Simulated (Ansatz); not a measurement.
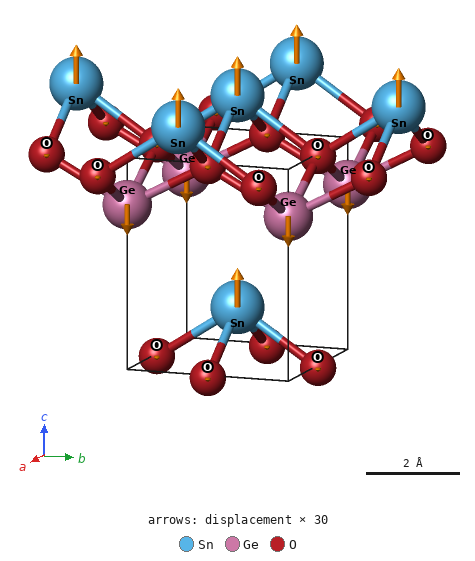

This is a relaxation of solid SnGeO2 (a generated structure, set up in P4mm). The starting structure is drawn; orange arrows show the displacements (the part carried along by the change of the cell is left out), magnified 30 times.

Style: ball-and-stick. Shown: the cell of the calculation, slightly off an axis.

Method: DFT PBE, scalar-relativistic, plane waves, PAW in Ansatz. Set-up: plane-wave cutoff 420 eV; k-point mesh 8 × 8 × 6; occupations gaussian; smearing width 0.02 eV; no spin polarisation; cell relaxed at fixed volume; force threshold 0.01 eV/Å; at most 30 steps.

**What happened in the run?**

Over 4 accepted moves (5 points after the start) the energy falls by 3.4 meV per atom. The largest force component goes from 0.46 to 0.0013 eV/Å. The pressure goes from 4.00 to 1.90 GPa. At 1 point the geometry stayed and the basis and grid were re-selected for the new cell (energy shift of 0.1 meV per atom at most each time). The Sn atom moves most relative to the cell: 0.029 Å along +c. By element the largest moves are Sn 0.029 Å, Ge 0.023 Å, O 0.003 Å. The drawn cell changes at constant volume: a = b 3.695 → 3.719 Å (+0.7 %), c 4.650 → 4.590 Å (−1.3 %). Near-neighbour distances that change, for instance: O–Sn 2.205 → 2.224 Å, Ge–O 2.089 → 2.103 Å. The space group stays P4mm (No. 99).

Limits of the set-up: layers or molecules are held without a dispersion correction, so their spacing is unreliable.
